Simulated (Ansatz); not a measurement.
# CH3BClFO (methoxychlorofluoroborane) at wB97X/cc-pVDZ

Aim: the vertical ionisation energy of CH3BClFO (methoxychlorofluoroborane) at wB97X/cc-pVDZ, from 2 runs. 

The calculation is run with Ansatz 0.2.0.

134 further runs of the same task are left out: 134 set aside as unsound or not needed. Runs told in other sessions of the task aren't counted.

### 1 The system as given

CH3BClFO: 8 atoms, total charge 0, spin state singlet. SMILES: `COB(F)Cl`. Geometry: relaxed at PBE0-D4/def2-TZVP. This is one conformer, not always the lowest.

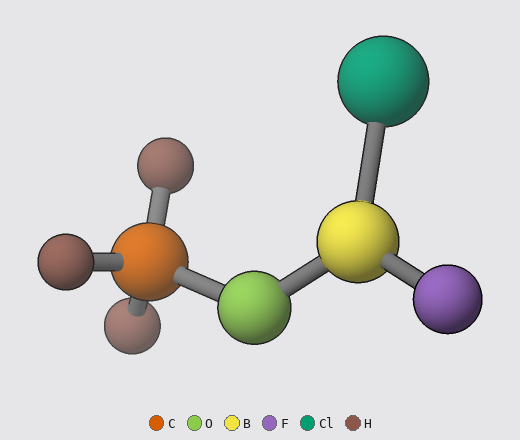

The structure, seen from a chosen angle (carbon orange, oxygen green, boron yellow, fluorine purple, chlorine teal, hydrogen brown).

### 2 The energy at wB97X/cc-pVDZ

Input file input.yaml:

```yaml
crystal:
  periodic: [false, false, false]
  atoms:
    - symbol: C
      position_ang: [0.662000, -0.415400, 0.804600]
    - symbol: O
      position_ang: [-0.122300, -0.654500, -0.347500]
    - symbol: B
      position_ang: [-0.782400, 0.264900, -1.051400]
    - symbol: F
      position_ang: [-1.466600, -0.129900, -2.108800]
    - symbol: Cl
      position_ang: [-0.801800, 1.985600, -0.658500]
    - symbol: H
      position_ang: [1.700600, -0.658800, 0.576000]
    - symbol: H
      position_ang: [0.308900, -1.072800, 1.599700]
    - symbol: H
      position_ang: [0.593700, 0.623700, 1.130000]
basis:
  gaussian: {orbitals: cc-pVDZ}
hamiltonian: {xc: {name: wB97X}}
accuracy: high
output: {orbitals: {seedname: orbitals}}
```

Run with:

```console
$ ansatz run input.yaml --threads 1 --pin off --max-ram 3480MiB --events-out events.jsonl --progress --plain --runs-dir runs
```

Output:

```text
Warning: RAYON_NUM_THREADS=1 ignored (pool sized by the plan → 1); use --threads N
Functional definition: wB97X
  name "wB97X"
  parameter omega = 0.3/bohr
  parameter cx = 0.157706
  parameter cx1 = 0.726479
  parameter cx2 = 1.04760
  parameter cx3 = -5.70635
  parameter cx4 = 13.2794
  parameter css1 = -4.33879
  parameter css2 = 18.2308
  parameter css3 = -31.7430
  parameter css4 = 17.2901
  parameter cos1 = 2.37031
  parameter cos2 = -11.3995
  parameter cos3 = 6.58405
  parameter cos4 = -3.78132
  exchange = spin_sum(e_x_unif_sr(omega)*poly(b97_u_x, 1 - cx, cx1, cx2, cx3, cx4)) + cx*exact_x_sr(omega)
      + exact_x_lr(omega)
  correlation = spin_sum(e_c_pw_same_spin*poly(b97_u_same, 1, css1, css2, css3, css4))
      + integral(e_c_pw_opposite_spin*poly(b97_u_opposite, 1, cos1, cos2, cos3, cos4))
2055 factors; integrals over basis functions are off by at most 3.5e-9 eV
356 factors; integrals over basis functions are off by at most 2.1e-9 eV
mean field evaluation 1: about -19048.2826 eV, gradient 4.1e1 eV
mean field evaluation 2: about -19048.6993 eV, gradient 4.1e1 eV
mean field evaluation 4: about -19051.3499 eV, gradient 1.5e0 eV
mean field evaluation 8: about -19051.4968 eV, gradient 5.4e-2 eV
mean field evaluation 16: about -19051.4969 eV, gradient 1.2e-5 eV
mean field -19051.49685191 eV, -700.1295957392 hartree, gradient 5.5e-8 eV, S^2 0.000000; 0 other end points of the search recorded, 0 dependent functions left out
reference -19051.49684922 eV, -700.1295956403 hartree; 24, 24 occupied and 65, 65 virtual orbitals, 2055 factors
Total energy: -19051.49684922 eV, -700.1295956403 hartree
```

Run time: 23 s. Hardware: 1 thread of Arm Neoverse V2, shared host; peak memory 0.51 GiB.

### 3 The doublet cation, same level

Input file in.yaml:

```yaml
crystal:
  periodic: [false, false, false]
  atoms:
    - {symbol: C, position_ang: [0.662000, -0.415400, 0.804600]}
    - {symbol: O, position_ang: [-0.122300, -0.654500, -0.347500]}
    - {symbol: B, position_ang: [-0.782400, 0.264900, -1.051400]}
    - {symbol: F, position_ang: [-1.466600, -0.129900, -2.108800]}
    - {symbol: Cl, position_ang: [-0.801800, 1.985600, -0.658500]}
    - {symbol: H, position_ang: [1.700600, -0.658800, 0.576000]}
    - {symbol: H, position_ang: [0.308900, -1.072800, 1.599700]}
    - {symbol: H, position_ang: [0.593700, 0.623700, 1.130000]}
basis:
  gaussian:
    orbitals: cc-pVDZ
total_charge: 1
magnetization:
  spin_polarized: true
  initial_magnetization: 1
hamiltonian:
  xc: {name: wB97X}
accuracy: high
output: {orbitals: {seedname: orbitals}}
```

Run with:

```console
$ ansatz run in.yaml --threads 1 --pin off --max-ram 3480MiB --events-out events.jsonl --progress --plain --runs-dir runs
```

Output:

```text
Warning: RAYON_NUM_THREADS=1 ignored (pool sized by the plan → 1); use --threads N
Functional definition: wB97X
  name "wB97X"
  parameter omega = 0.3/bohr
  parameter cx = 0.157706
  parameter cx1 = 0.726479
  parameter cx2 = 1.04760
  parameter cx3 = -5.70635
  parameter cx4 = 13.2794
  parameter css1 = -4.33879
  parameter css2 = 18.2308
  parameter css3 = -31.7430
  parameter css4 = 17.2901
  parameter cos1 = 2.37031
  parameter cos2 = -11.3995
  parameter cos3 = 6.58405
  parameter cos4 = -3.78132
  exchange = spin_sum(e_x_unif_sr(omega)*poly(b97_u_x, 1 - cx, cx1, cx2, cx3, cx4)) + cx*exact_x_sr(omega)
      + exact_x_lr(omega)
  correlation = spin_sum(e_c_pw_same_spin*poly(b97_u_same, 1, css1, css2, css3, css4))
      + integral(e_c_pw_opposite_spin*poly(b97_u_opposite, 1, cos1, cos2, cos3, cos4))
2054 factors; integrals over basis functions are off by at most 3.5e-9 eV
356 factors; integrals over basis functions are off by at most 2.1e-9 eV
mean field evaluation 1: about -19030.2337 eV, gradient 4.9e1 eV
mean field evaluation 2: about -19016.8058 eV, gradient 7.7e1 eV
mean field evaluation 4: about -19039.0015 eV, gradient 5.1e0 eV
mean field evaluation 8: about -19039.2771 eV, gradient 5.3e-1 eV
mean field evaluation 16: about -19039.6654 eV, gradient 1.5e0 eV
mean field evaluation 32: about -19039.5657 eV, gradient 8.7e-1 eV
mean field -19039.68912377 eV, -699.6956697336 hartree, gradient 5.0e-8 eV, S^2 0.763879; 6 other end points of the search recorded, 0 dependent functions left out
reference -19039.68912118 eV, -699.6956696385 hartree; 24, 23 occupied and 65, 66 virtual orbitals, 2054 factors
Total energy: -19039.68912118 eV, -699.6956696385 hartree
```

Wall time 63 s (1 thread of Arm Neoverse V2, shared host); peak memory 0.86 GiB.

### 4 Outcome

Level: wB97X/cc-pVDZ.

| quantity | value |
| --- | --- |
| singlet CH3BClFO: total energy | -700.12960 Eh |
| singlet CH3BClFO: HOMO energy | -11.60 eV |
| singlet CH3BClFO: LUMO energy | 3.29 eV |
| singlet CH3BClFO: HOMO–LUMO gap | 14.89 eV |
| doublet cation: total energy | -699.69567 Eh |
| doublet cation: HOMO energy (highest over α and β) | -17.81 eV |
| doublet cation: LUMO energy (lowest over α and β) | -12.00 eV |
| doublet cation: ⟨S²⟩ | 0.764 |
| vertical ionisation energy (to the doublet cation) | 11.808 eV |

**Reading.** Removing an electron at fixed nuclei costs 11.81 eV (1139 kJ/mol). −ε(HOMO) before ionisation, 11.60 eV, is 0.21 eV below this ionisation energy.
